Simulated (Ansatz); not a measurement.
## Electronic structure of FH6HfN3···NH3 in real space

Input

```
crystal:
  periodic: [false, false, false]
  atoms:
    - { symbol: Hf, position_ang: [0.0, 0.0, 0.0] }
    - { symbol: F, position_ang: [0.0, 0.0, 2.33] }
    - { symbol: "N", position_ang: [2.084, 0.0, -0.7359] }
    - { symbol: H, position_ang: [2.5823, -0.918, -0.9166] }
    - { symbol: H, position_ang: [2.5853, 0.918, -0.9082] }
    - { symbol: "N", position_ang: [-1.0409, 1.8034, -0.7359] }
    - { symbol: H, position_ang: [-2.061, 1.7482, -1.0186] }
    - { symbol: H, position_ang: [-0.5204, 2.7241, -0.8065] }
    - { symbol: "N", position_ang: [-1.0409, -1.8034, -0.7359] }
    - { symbol: H, position_ang: [-1.5759, -2.4197, -0.0595] }
    - { symbol: H, position_ang: [-1.0055, -2.0526, -1.7656] }
    - { symbol: "N", position_ang: [-2.382, 0.0, 0.7915] }
    - { symbol: H, position_ang: [-3.102, -0.6071, 0.3052] }
    - { symbol: H, position_ang: [-2.6678, 0.6071, 1.612] }
    - { symbol: H, position_ang: [-1.3611, 0.0, 1.9863] }
basis:
  gaussian: { orbitals: def2-SVP }
hamiltonian:
  xc: hf
relax:
  f_tol: 0.15
  max_steps: 25
  restrain:
    - { distance: [0, 11], at: 3.41, k: 30.0 }
    - { distance: [14, 1], at: 2.12, k: 30.0 }
    - { distance: [0, 1], at: 1.98, k: 30.0 }
    - { distance: [14, 11], at: 1.06, k: 30.0 }
output:
  orbitals: {}
```

Command:

```sh
ansatz run input.yaml --threads 4 --pin off --max-ram 5120MiB --backend cpu --events-out ev --progress --plain --runs-dir out
```

The fields are those of the run's last geometry, not of the input's.

Core potentials replace the inner electrons of Hf; not at a stationary point (largest force 1.1 eV/Å).

Level of theory: RHF/def2-SVP (Ansatz).

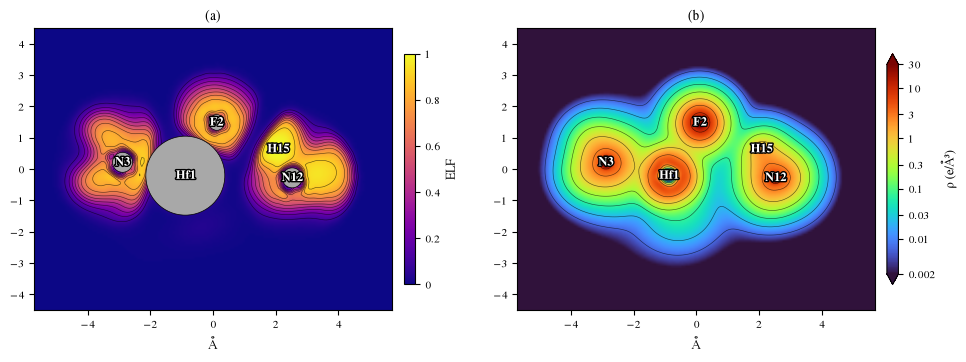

Figure 1. (a) electron localisation function; (b) electron density on the plane of atoms F2, Hf1 and N3. Grey discs cover the atomic cores in the ELF map.

Question: Interpret the plot.

Answer: The plane passes through Hf, F, N and H nuclei.
Hf1···N12 (3.41 Å): the density falls to about 0.04 e/Å³ on the way; the ELF dips to about 0 between them.
Hf–F (1.97 Å): ρ at the midpoint is about 0.71 e/Å³; the ELF peaks at about 0.85 in the valence shell of F, 0.6 Å from its nucleus, and drops to about 0.15 between the two atoms.
Hf–N (2.05 Å): ρ at the midpoint is about 0.77 e/Å³; the ELF peaks at about 0.90 in the valence shell of N, 0.6 Å from its nucleus, and is about 0.30 at the midpoint.
N–H (1.03 Å): ρ is about 2.8 e/Å³ halfway; the ELF climbs to about 1 towards the hydrogen, as it does in any bond to H (an ordinary covalent bond to hydrogen).
The ELF also peaks beside N12, away from the bonds: lone-pair regions.

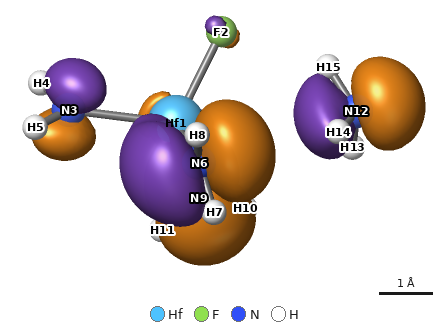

Figure 2. The HOMO−1 at ±0.1 Å⁻³ᐟ² (orange and purple are the two phases), seen from one side.

Question: Describe this orbital and give its energy.

Answer: Its weight (Hirshfeld) is mainly on N6 (about 30 %), N9 (about 25 %), N12 (about 15 %) and Hf1 (about 10 %); largely a combination of lone pairs on N6, N9 and N12. Its energy is −10.77 eV.

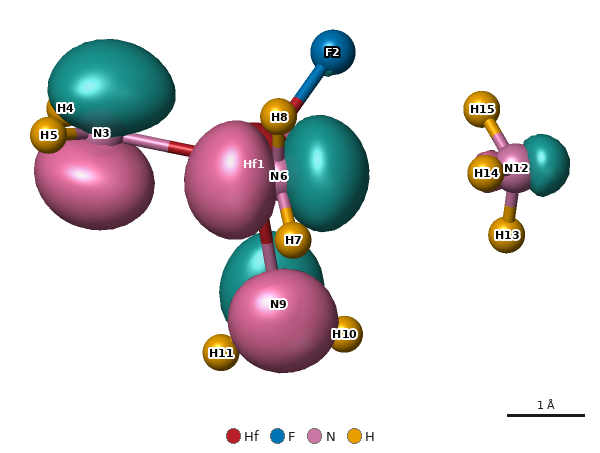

Figure 3. The HOMO at ±0.15 Å⁻³ᐟ² (teal and pink are the two phases), seen at an oblique angle.

Question: What is the character of this orbital?

Answer: By Hirshfeld shares it lies mainly on N3 (about 30 %), N6 (about 25 %), N9 (about 20 %) and Hf1 (about 10 %); largely a combination of lone pairs on N3, N6 and N9. Its energy is −10.56 eV.
